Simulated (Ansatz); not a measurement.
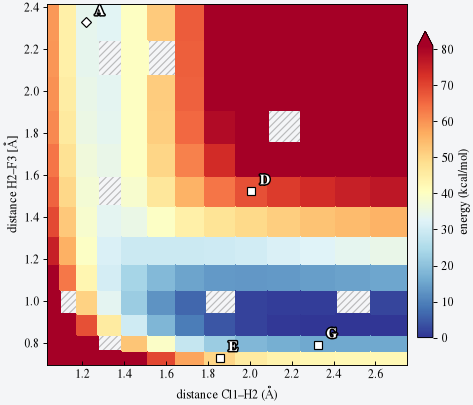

The system Cl + HF, spin multiplicity 2. 
- The first coordinate is: distance Cl1–H2; the second: distance H2–F3.
- Nothing is relaxed (the angle Cl1–H2–F3 is fixed at 180 degrees).
- Grid: 13 × 13 points. At 8 points there is no value.
- Points are written as (first, second).
- Energies are in kcal/mol, from the lowest grid point.
- In part of the range the unrestricted reference is strongly spin-contaminated.
- Computed with UKS PBE0-D4/aug-cc-pVTZ (Ansatz 0.2.0).

Drawn: one coloured cell a grid point, one colour for all values above the top of the scale, hatched blanks where no value was computed, lettered points.

Is D the lowest point of the computed grid?

Answer. No. D lies 69 kcal/mol above the lowest grid point, which is at (2.326 Å, 0.884 Å).

Rank the lettered points by energy, lowest first.

Answer. G (16 kcal/mol), A (34 kcal/mol), E (50 kcal/mol), D (69 kcal/mol).
